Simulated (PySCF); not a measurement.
```json
{"atom": "C", "x (Å)": "-0.4194", "y (Å)": "2.1091", "z (Å)": "-0.8000"}
{"atom": "C", "x (Å)": "0.1738", "y (Å)": "0.9713", "z (Å)": "-0.4595"}
{"atom": "C", "x (Å)": "-0.2128", "y (Å)": "-0.3627", "z (Å)": "-1.0561"}
{"atom": "O", "x (Å)": "-0.3841", "y (Å)": "-1.3572", "z (Å)": "-0.0481"}
{"atom": "C", "x (Å)": "-1.4515", "y (Å)": "-1.1492", "z (Å)": "0.7503"}
{"atom": "F", "x (Å)": "-2.6148", "y (Å)": "-1.4215", "z (Å)": "0.0973"}
{"atom": "F", "x (Å)": "-1.3923", "y (Å)": "-2.0046", "z (Å)": "1.7753"}
{"atom": "O", "x (Å)": "1.1695", "y (Å)": "0.9435", "z (Å)": "0.4358"}
{"atom": "Si", "x (Å)": "1.9482", "y (Å)": "-0.2477", "z (Å)": "1.2457"}
{"atom": "H", "x (Å)": "-1.2158", "y (Å)": "2.1308", "z (Å)": "-1.5188"}
{"atom": "H", "x (Å)": "-0.1021", "y (Å)": "3.0440", "z (Å)": "-0.3762"}
{"atom": "H", "x (Å)": "-1.1175", "y (Å)": "-0.2711", "z (Å)": "-1.6639"}
{"atom": "H", "x (Å)": "0.6048", "y (Å)": "-0.7456", "z (Å)": "-1.6715"}
{"atom": "H", "x (Å)": "-1.5424", "y (Å)": "-0.1188", "z (Å)": "1.1458"}
{"atom": "H", "x (Å)": "1.0991", "y (Å)": "-0.7763", "z (Å)": "2.3092"}
{"atom": "H", "x (Å)": "3.0364", "y (Å)": "0.5726", "z (Å)": "1.7586"}
{"atom": "H", "x (Å)": "2.4138", "y (Å)": "-1.3047", "z (Å)": "0.3527"}
```

Geometry: GFN2-xTB.

Theory: PBE0/pcSseg-1, SCF density, gas phase, non-relativistic in PySCF.

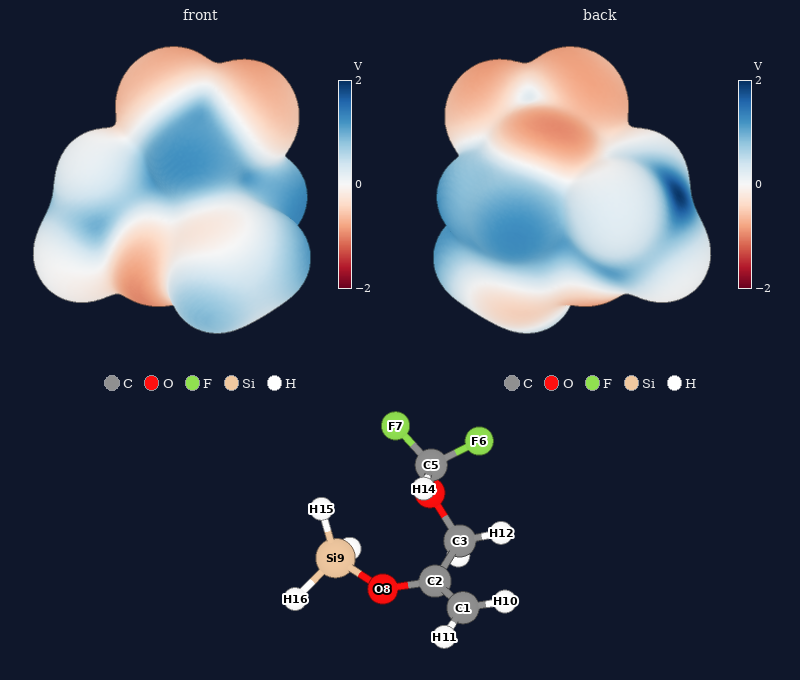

C4H8F2O2Si. The electrostatic potential painted on the density surface at 0.002 e/bohr³, seen from the front and from behind; red is negative and blue positive. The bare structure is drawn below in the same view.

### Which sites attract a positive test charge, and which a negative one?

A positive charge is drawn to the negative regions and a negative charge to the positive ones. The most negative region (about −0.9 V) lies over O4 and O8, the most positive (about +1.7 V) over Si9.

### How polar is the molecule by this calculation?

Its dipole moment is 1.77 D.
